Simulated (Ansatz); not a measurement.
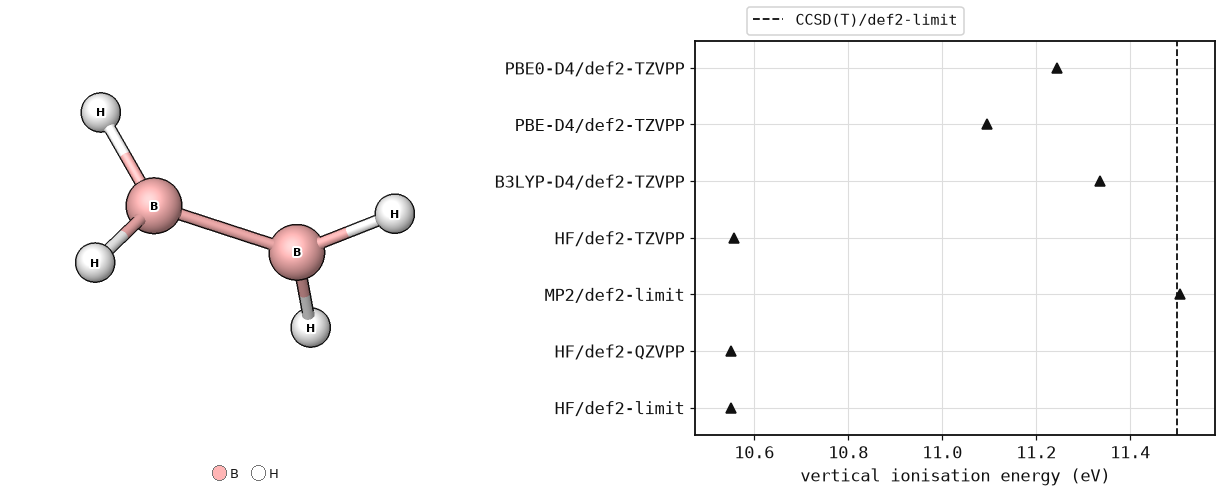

Vertical ionisation energy of B₂H₄, SMILES BB, taken as the energy of the cation less that of the neutral at fixed geometry (unrestricted doublet cation, cores frozen in correlated methods, no spin-orbit coupling), the Ansatz code, at a PBE0-D4/def2-TZVP geometry (a minimum by its frequencies). Limit means an estimate of the basis limit from triple and quadruple zeta; for coupled cluster it is either extrapolated directly or built as the MP2 limit plus the step from MP2 in triple zeta.

**What range do the values span, the line included?**

From 10.55 eV (HF/def2-limit) to 11.51 eV (MP2/def2-limit).

**Give the values.**

```tsv
level	eV	less CCSD(T)/def2-limit
PBE0-D4/def2-TZVPP	11.24	−0.26
PBE-D4/def2-TZVPP	11.10	−0.40
B3LYP-D4/def2-TZVPP	11.34	−0.16
HF/def2-TZVPP	10.56	−0.94
MP2/def2-limit	11.51	0.01
HF/def2-QZVPP	10.55	−0.95
HF/def2-limit	10.55	−0.95
CCSD(T)/def2-limit	11.50	0.00
```
